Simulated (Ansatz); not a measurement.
C2H11BSSi2: several calculations on one system

Part 1: Relaxation

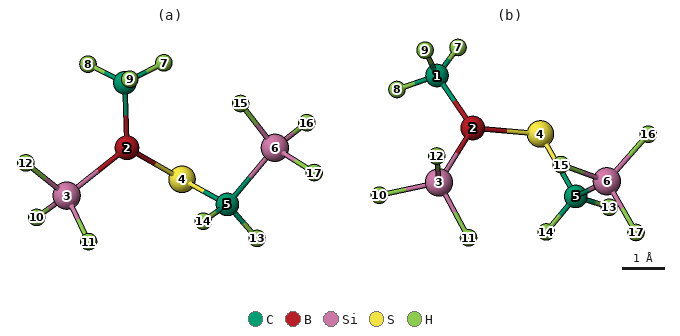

The structure of C₂H₁₁BSSi₂ before (left) and after (right) a relaxation, at one scale.

The picture is a ball-and-stick view, seen face on.

The run prepares an end point of a later path (hydrogen shift) calculation, from a guessed geometry.

Method: Ansatz, RKS PBE-D4/6-31G*.

The input:
```yaml
crystal:
  periodic: [false, false, false]
  atoms:
    - { symbol: C, position_ang: [0.123, -1.7681, 0.9755] }
    - { symbol: B, position_ang: [0.4435, -0.9722, -0.3839] }
    - { symbol: Si, position_ang: [2.2701, -0.8349, -0.9487] }
    - { symbol: S, position_ang: [-0.8352, -0.2403, -1.4911] }
    - { symbol: C, position_ang: [-0.8376, 1.4349, -0.8263] }
    - { symbol: Si, position_ang: [-1.8985, 1.596, 0.7266] }
    - { symbol: H, position_ang: [-0.9994, -1.7292, 1.1064] }
    - { symbol: H, position_ang: [0.4815, -2.7514, 0.9103] }
    - { symbol: H, position_ang: [0.5523, -1.1862, 1.8637] }
    - { symbol: H, position_ang: [2.4752, -1.5019, -2.2106] }
    - { symbol: H, position_ang: [2.6626, 0.5816, -1.036] }
    - { symbol: H, position_ang: [3.1792, -1.4766, 0.0856] }
    - { symbol: H, position_ang: [-1.2988, 2.1645, -1.5845] }
    - { symbol: H, position_ang: [0.1769, 1.7639, -0.5668] }
    - { symbol: H, position_ang: [-1.3155, 0.7711, 1.8216] }
    - { symbol: H, position_ang: [-3.2491, 1.1317, 0.4527] }
    - { symbol: H, position_ang: [-1.949, 3.0166, 1.1457] }
basis:
  gaussian: { orbitals: "6-31G*" }
hamiltonian:
  xc: pbe
  dispersion: d4
relax:
  f_tol: 0.02
  max_steps: 50
output:
  orbitals: {}
```

Launched with:
```bash
ansatz run input.yaml --threads 2 --pin off --max-ram 3072MiB --backend cpu --events-out ev --progress --plain --runs-dir out
```

### What changed between the two?

The atom that moves furthest after the best rigid fit is H12 (2.08 Å). By element the largest moves are H 2.08 Å, S 1.19 Å, C 1.18 Å, Si 1.09 Å, B 0.50 Å. Some distances before and after: B2–Si3 1.917 → 2.030 Å, Si3–H10 1.442 → 1.506 Å, C1–H8 1.049 → 1.106 Å, B2–S4 1.843 → 1.786 Å. Among the angles between lasting bonds that change: B2–S4–C5 98.5° → 108.6°, C1–B2–S4 124.5° → 115.3°, B2–C1–H7 106.2° → 115.1°. Groups turn about B2–S4 by about 85°, B2–Si3 by about 70°. After 38 accepted moves (40 points after the start) the energy has fallen by 1.423 eV. The largest force component goes from 3.4 to 0.0091 eV/Å. The line search rejected the trial steps at points 35, 36 of the run. The forces were under the threshold at step 30, but the run went on from there.

Part 2: Relaxation

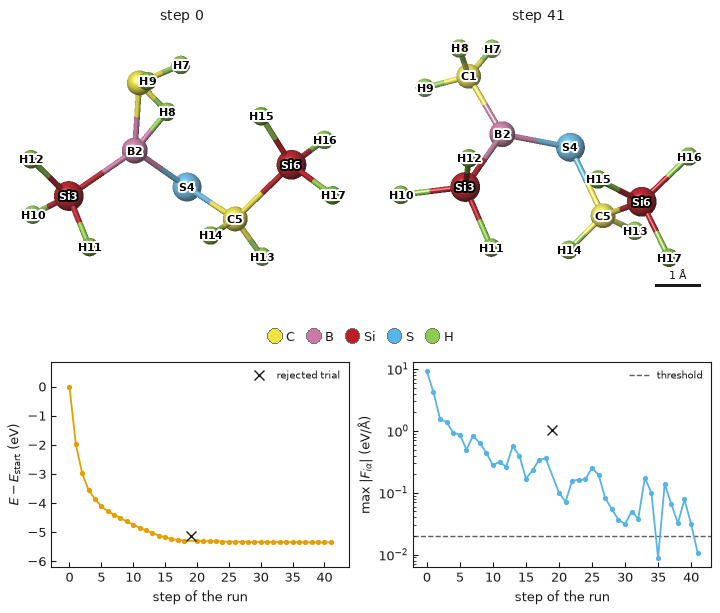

First and last geometry of a relaxation of C2H11BSSi2, with the history of the run. A ball-and-stick model, seen face on.

The run prepares an end point of a later path (hydrogen shift) calculation, from a guessed geometry.

All numbers below come from RKS PBE-D4/6-31G* (Ansatz).

The input:
```yaml
crystal:
  periodic: [false, false, false]
  atoms:
    - { symbol: C, position_ang: [0.123, -1.7681, 0.9755] }
    - { symbol: B, position_ang: [0.4435, -0.9722, -0.3839] }
    - { symbol: Si, position_ang: [2.2701, -0.8349, -0.9487] }
    - { symbol: S, position_ang: [-0.8352, -0.2403, -1.4911] }
    - { symbol: C, position_ang: [-0.8376, 1.4349, -0.8263] }
    - { symbol: Si, position_ang: [-1.8985, 1.596, 0.7266] }
    - { symbol: H, position_ang: [-0.9994, -1.7292, 1.1064] }
    - { symbol: H, position_ang: [-0.28471, -1.05649, 0.52797] }
    - { symbol: H, position_ang: [0.5523, -1.1862, 1.8637] }
    - { symbol: H, position_ang: [2.4752, -1.5019, -2.2106] }
    - { symbol: H, position_ang: [2.6626, 0.5816, -1.036] }
    - { symbol: H, position_ang: [3.1792, -1.4766, 0.0856] }
    - { symbol: H, position_ang: [-1.2988, 2.1645, -1.5845] }
    - { symbol: H, position_ang: [0.1769, 1.7639, -0.5668] }
    - { symbol: H, position_ang: [-1.3155, 0.7711, 1.8216] }
    - { symbol: H, position_ang: [-3.2491, 1.1317, 0.4527] }
    - { symbol: H, position_ang: [-1.949, 3.0166, 1.1457] }
basis:
  gaussian: { orbitals: "6-31G*" }
hamiltonian:
  xc: pbe
  dispersion: d4
relax:
  f_tol: 0.02
  max_steps: 50
```

Run as
```bash
ansatz run input.yaml --threads 2 --pin off --max-ram 3072MiB --backend cpu --events-out ev --progress --plain --runs-dir out
```

**Did the run converge, and what did it change?**

It converged. The largest move after the best rigid fit is that of H9, 3.11 Å. Largest moves by element: H 3.11 Å, C 1.18 Å, Si 1.17 Å, S 1.11 Å, B 0.46 Å. Near-neighbour distances that change, for instance: B2–H8 1.170 → 2.222 Å, C1–H8 0.934 → 1.107 Å, B2–Si3 1.917 → 2.029 Å, Si3–H10 1.442 → 1.506 Å. Bonds break, among them: B2–H8 (1.17 → 2.22 Å). Bond angles that change, for instance: B2–C1–H8 46.0° → 110.2°, H7–C1–H8 66.2° → 107.9°, B2–S4–C5 98.5° → 108.6°. Groups turn about B2–S4 by about 85°, B2–Si3 by about 70°. After 40 accepted moves (41 points after the start) the energy has fallen by 5.350 eV. Largest force component: 9.3 eV/Å at the start, 0.011 eV/Å at the end. The line search rejected the trial step at point 19 of the run. The forces were under the threshold at step 35, but the run went on from there.

Part 3: Path

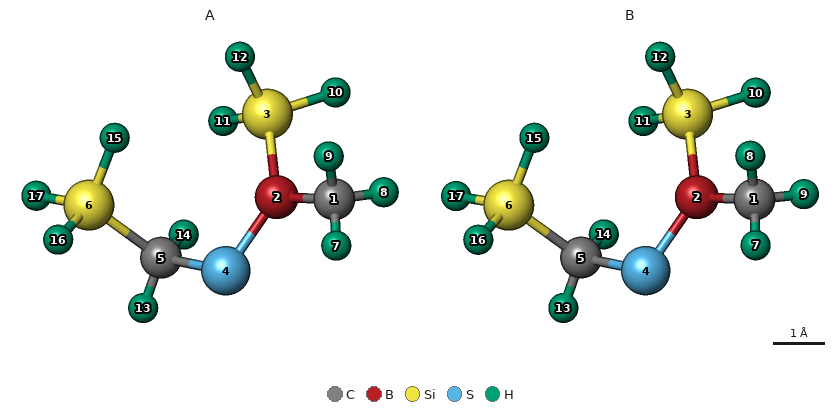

The two relaxed end points of a path for C$_{2}$H$_{11}$BSSi$_{2}$. Style: ball-and-stick. Shown at a tilt.

Theory: Ansatz, RKS PBE-D4/6-31G*.

Settings: 5 movable images; climbing image; force threshold 0.05 eV/Å; iteration limit 60.

Start:
```xyz
17

C     0.2021   -2.7382    0.3925
B     0.1575   -1.2264   -0.0720
Si    1.8909   -0.1729   -0.1425
S    -1.4605   -0.6117   -0.5141
C    -1.3067    1.1651   -0.9869
Si   -1.2152    2.2779    0.5529
H    -0.7756   -3.2501    0.4155
H     0.8776   -3.3177   -0.2649
H     0.6463   -2.8085    1.4041
H     2.9651   -1.0063   -0.7907
H     1.8430    1.1350   -0.8847
H     2.3681    0.1322    1.2526
H    -2.2063    1.4024   -1.5792
H    -0.4300    1.3053   -1.6386
H    -0.0169    1.9042    1.3704
H    -2.4505    2.0889    1.3798
H    -1.1077    3.7203    0.1459
```

End:
```xyz
17

C     0.2023   -2.7389    0.3927
B     0.1576   -1.2263   -0.0689
Si    1.8916   -0.1744   -0.1420
S    -1.4606   -0.6096   -0.5065
C    -1.3045    1.1656   -0.9851
Si   -1.2177    2.2818    0.5532
H    -0.7789   -3.2425    0.4414
H     0.6772   -2.8199    1.3897
H     0.8522   -3.3202   -0.2896
H     2.9628   -1.0098   -0.7917
H     1.8427    1.1325   -0.8853
H     2.3705    0.1304    1.2522
H    -2.2020    1.4005   -1.5812
H    -0.4254    1.3031   -1.6341
H    -0.0175    1.9142    1.3706
H    -2.4523    2.0886    1.3800
H    -1.1164    3.7243    0.1446
```

**Predict the minimum-energy path and its barrier.**

The barrier is about 3.54 eV in both directions, with image 4 at the top; the ends have the same energy. No bond forms or breaks between the ends. Bond angles that change up to the highest image, for instance: B2–C1–H7 115.1° → 55.4°, H7–C1–H8 108.1° → 156.8°. The band converged in 47 iterations. The largest component of the band force went from 180 to 0.044 eV/Å. The climbing image converged on the top of the path. Its vibrational analysis gives one imaginary mode (1422i cm⁻¹), as a transition state must have.

Energies of the converged images:

| image | path (Å) | E (eV) |
| --- | --- | --- |
| 0 | 0.00 | 0.000 |
| 1 | 1.54 | 0.047 |
| 2 | 3.09 | 0.051 |
| 3 | 4.63 | 0.400 |
| 4 | 6.18 | 3.543 |
| 5 | 8.03 | 0.117 |
| 6 | 9.88 | 0.000 |

The geometry at the top of the path:

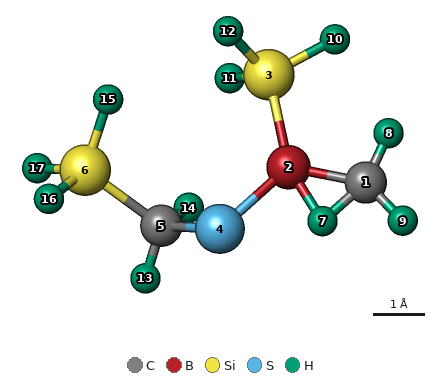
